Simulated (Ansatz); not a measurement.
Breaking the C2–H3 bond in CH5GeN (SMILES [CH3][Ge][NH2]) (multiplicity 1 held, fragments rigid). Energies count from the point at 1.091 Å.
Geometry at that point (charge 0, multiplicity 1):
```xyz
8

Ge    -0.21704    -0.01007     0.44525
C      0.73026     1.39571    -0.65096
H      0.39073     2.39683    -0.38075
H      0.59421     1.25013    -1.72469
H      1.80124     1.34067    -0.42975
N     -0.03644    -1.35483    -0.78605
H      0.40265    -1.26538    -1.69148
H     -0.37012    -2.29050    -0.61313
```

Restricted levels (R-, RO-) in cc, def2 and unpolarised 6-31G sets keep to the state of the molecule at rest. U- levels take the lowest unrestricted solution at each point, which mixes spins at long bonds. Active spaces are followed from a long bond inwards. Curves can end on different states.

Frozen-core correlation. Filled d and f shells under p-block atoms count as core.

The values were computed with Ansatz (Gaussian basis) for Hartree–Fock, density functionals and correlated methods. 

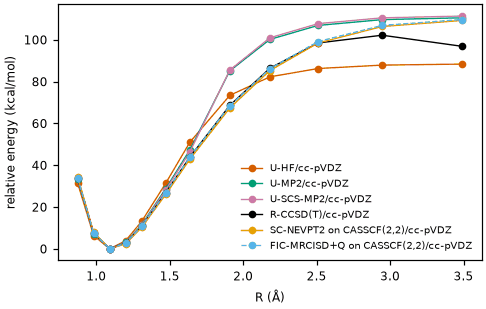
Relative energy along the coordinate

Doubts at one or more of the structures used: a spin-contaminated determinant (U-HF/cc-pVDZ, U-MP2/cc-pVDZ, U-SCS-MP2/cc-pVDZ); a restricted determinant that unrestricted orbitals would lower (R-CCSD(T)/cc-pVDZ); other coupled-cluster roots lie near (R-CCSD(T)/cc-pVDZ); T1 above 0.05 (R-CCSD(T)/cc-pVDZ).

Ansatz is a program for electronic structure.
